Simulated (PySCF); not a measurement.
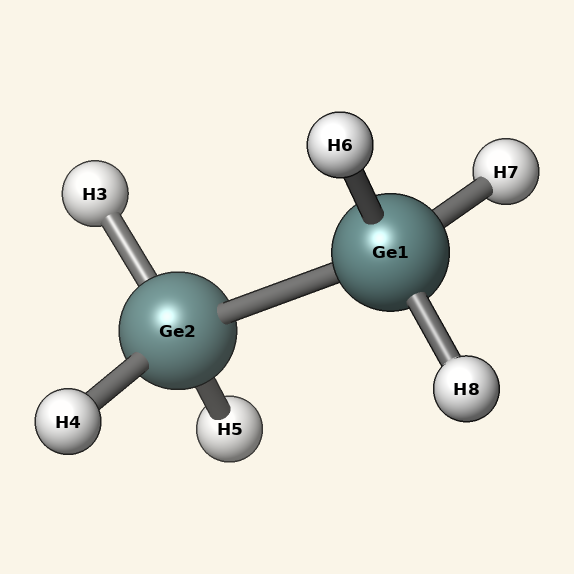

Computed geometry: PBE0-D3(BJ)/def2-SVP optimisation. No frequency run is at hand to confirm it as a minimum. Electric field gradients from the ground-state density, PBE0/pcSseg-1 (pcSseg-2 on Ge) (PySCF 2.14.0), non-relativistic apart from any core potentials.

Give the largest field-gradient component, the quadrupole coupling constant and the asymmetry for 73Ge at Ge1 (Q = −196 mb), 2H at H3 (Q = 2.86 mb).

```tsv
atom	V_zz (a.u.)	e²qQ/h (MHz)	η
Ge1	0.218	−10.03	0.00
H3	0.140	0.094	0.01
```
